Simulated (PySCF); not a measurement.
C2H13NSi3

```xyz
19

N     2.3329    0.5682    0.3240
C     1.8304   -0.7748    0.5900
Si    0.4296   -1.3673   -0.5444
C    -1.0597   -0.2008   -0.4913
Si   -1.9342   -0.2195    1.1776
Si   -0.7192    1.5621   -1.0662
H     2.5237    0.7160   -0.6645
H     1.6713    1.2829    0.6147
H     1.5020   -0.8297    1.6420
H     2.6615   -1.5004    0.5235
H    -0.0156   -2.7504   -0.1709
H     0.9428   -1.4010   -1.9535
H    -1.7781   -0.6138   -1.2258
H    -2.3922   -1.6008    1.5209
H    -0.9974    0.2479    2.2465
H    -3.1196    0.6936    1.1690
H     0.3018    1.6062   -2.1588
H    -0.2302    2.4124    0.0650
H    -1.9822    2.1779   -1.5782
```

Geometry: PBE0-D3(BJ)/def2-SVP.

Computed with PBE0/def2-SVPD, SCF density, gas phase in PySCF.

### Predict the electron density and electron localisation function between the atoms.

C–Si (1.90 Å): ρ is about 0.96 e/Å³ halfway; the ELF peaks at about 0.95 between the atoms: localised, covalent bonding.
C–H (1.11 Å): ρ at the midpoint is about 1.9 e/Å³; the ELF climbs to about 1 towards the hydrogen, as it does in any bond to H: an ordinary covalent bond to hydrogen.

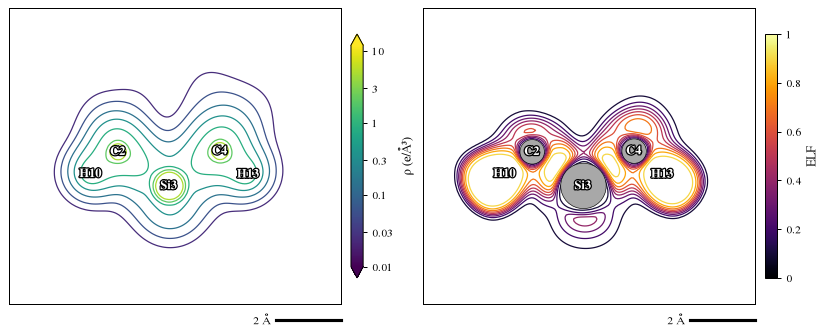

Computed electron density and electron localisation function on the plane of atoms Si3, C4 and H13, in this order. Grey discs cover the atomic cores in the ELF map. 
